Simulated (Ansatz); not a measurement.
Three curves of one kind of scan: energy against volume (even scaling of the relaxed cell, symmetry kept). Computed with r2SCAN (plane waves to 500 eV, PAW, scalar-relativistic; Ansatz, a first-principles code). Each is measured from its own zero (the relaxed starting cell). 

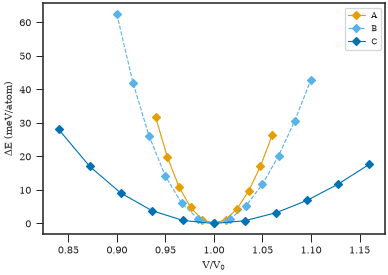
*Curves A, B and C.*

**Question.** Match the curves to these crystals:
- V (bcc, W type), a = b = c = 2.985 Å, α = β = γ = 90.00°
- GaAs (zinc blende), a = b = c = 5.666 Å, α = β = γ = 90.00°
- Li (bcc, W type), a = b = c = 3.4763 Å, α = β = γ = 90.00°

**Answer.** A is V; B is GaAs; C is Li.

All were relaxed with their symmetry unable to fall. The PAW data are Ansatz's earlier set. V is run without spin polarisation.

(A scan under strain: stresses follow from slopes of the energy per volume, elastic moduli from its curvatures.)
